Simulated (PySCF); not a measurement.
# ReOBr4: forces at shaken geometries

Aim: move all atoms of relaxed ReOBr4 at random and read energies and forces. The structure is generated, not taken from experiment.

Program: PySCF 2.14.0. Level of theory: B3LYP, Re def2-SVP with ECP60, O def2-SVP, Br def2-SVP; scalar-relativistic core potentials, no spin–orbit coupling. These are calculated values, not measurements.

3 further runs of the same task are left out: 2 for a known fault of the program, 1 that didn't finish.

### Step 1. The starting structure

6 atoms, charge 0, spin multiplicity 2.

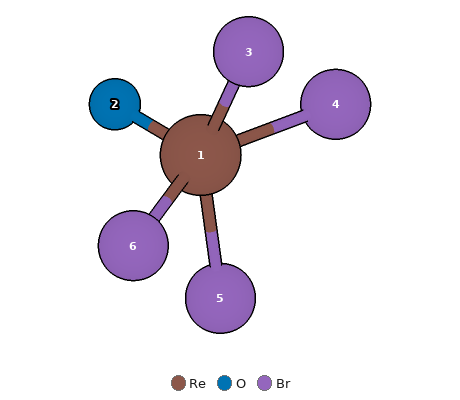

The geometry (rhenium brown, oxygen blue, bromine purple); atoms are numbered from 1 in the order of the file.

Coordinates:

```
atom    x (Å)    y (Å)    z (Å)
 Re1   0.0000   0.0000   0.3303
  O2   0.0000   0.0000   1.9962
 Br3   2.3799   0.0000  -0.3264
 Br4   0.0000   2.3799  -0.3264
 Br5  -2.3799   0.0000  -0.3264
 Br6   0.0000  -2.3799  -0.3264
```

Formal oxidation states: Re +6. An earlier session relaxed this geometry at B3LYP, Re def2-SVP with ECP60, O def2-SVP, Br def2-SVP (doublet, point group C4v).

Its energy there is -10449.127365 Eh.

### Step 2. Atoms moved at random, σ = 0.06 Å

Contents of run.py (the lines that set the calculation):

```python
mol = gto.M(atom='''
Re    -0.03664     0.03618     0.25313
O      0.12445     0.01499     2.03899
Br     2.34939     0.04154    -0.27449
Br    -0.01588     2.38967    -0.40950
Br    -2.42295    -0.06686    -0.24315
Br     0.00164    -2.41552    -0.34413''',
    basis={'Re': 'def2-SVP', 'O': 'def2-SVP', 'Br': 'def2-SVP'},
    ecp={'Re': 'def2-SVP'},
    charge=0, spin=1)
mf = dft.UKS(mol, xc='B3LYP')
mf.grids.atom_grid = (50, 194)
mf = mf.density_fit()  # fitting sets: Re def2-universal-JKFIT, O def2-universal-JKFIT, Br def2-universal-JKFIT
mf.conv_tol = 1e-08; mf.max_cycle = 55
mf.kernel(dm0)  # dm0: the density of the relaxed state
```

Started as:

```console
$ OMP_NUM_THREADS=4 python run.py
```

### Step 3. Atoms moved at random, σ = 0.03 Å

Contents of run.py (the lines that set the calculation):

```python
mol = gto.M(atom='''
Re     0.01882     0.02922     0.28664
O     -0.00187     0.00210     1.96594
Br     2.42367    -0.05306    -0.33188
Br    -0.00457     2.37544    -0.30867
Br    -2.41498     0.01201    -0.25877
Br    -0.02108    -2.36571    -0.33241''',
    basis={'Re': 'def2-SVP', 'O': 'def2-SVP', 'Br': 'def2-SVP'},
    ecp={'Re': 'def2-SVP'},
    charge=0, spin=1)
mf = dft.UKS(mol, xc='B3LYP')
mf.grids.atom_grid = (50, 194)
mf = mf.density_fit()  # fitting sets: Re def2-universal-JKFIT, O def2-universal-JKFIT, Br def2-universal-JKFIT
mf.conv_tol = 1e-08; mf.max_cycle = 55
mf.kernel(dm0)  # dm0: the density of the relaxed state
```

### Step 4. Atoms moved at random, σ = 0.06 Å

Contents of run.py (the lines that set the calculation):

```python
mol = gto.M(atom='''
Re    -0.03729    -0.03139     0.32299
O     -0.06021     0.00213     2.02484
Br     2.35748     0.00041    -0.31417
Br     0.07133     2.46063    -0.37021
Br    -2.38388    -0.02724    -0.34608
Br     0.05256    -2.40455    -0.29652''',
    basis={'Re': 'def2-SVP', 'O': 'def2-SVP', 'Br': 'def2-SVP'},
    ecp={'Re': 'def2-SVP'},
    charge=0, spin=1)
mf = dft.UKS(mol, xc='B3LYP')
mf.grids.atom_grid = (50, 194)
mf = mf.density_fit()  # fitting sets: Re def2-universal-JKFIT, O def2-universal-JKFIT, Br def2-universal-JKFIT
mf.conv_tol = 1e-08; mf.max_cycle = 55
mf.kernel(dm0)  # dm0: the density of the relaxed state
```

What does the calculation give? Wanted: for each run, σ; energy rise; harmonic estimate −½ F·u; largest force component.

As calculated:

| σ (Å) | energy rise (eV) | harmonic estimate −½ F·u (eV) | largest force component (eV/Å) |
| --- | --- | --- | --- |
| 0.06 | 0.498 | 0.467 | 6.08 |
| 0.03 | 0.047 | 0.047 | 1.30 |
| 0.06 | 0.130 | 0.123 | 2.09 |

Every displacement raises the energy. For a harmonic well the rise equals −½ F·u; the two differ by at most 6 % here (a move with σ = 0.06 Å), from anharmonicity, the grid and the small forces left at the relaxed point. The bases are small and lack diffuse functions. Spin–orbit coupling is left out for this open shell, where it can reorder the states. Open shells may have lower solutions than the one found.
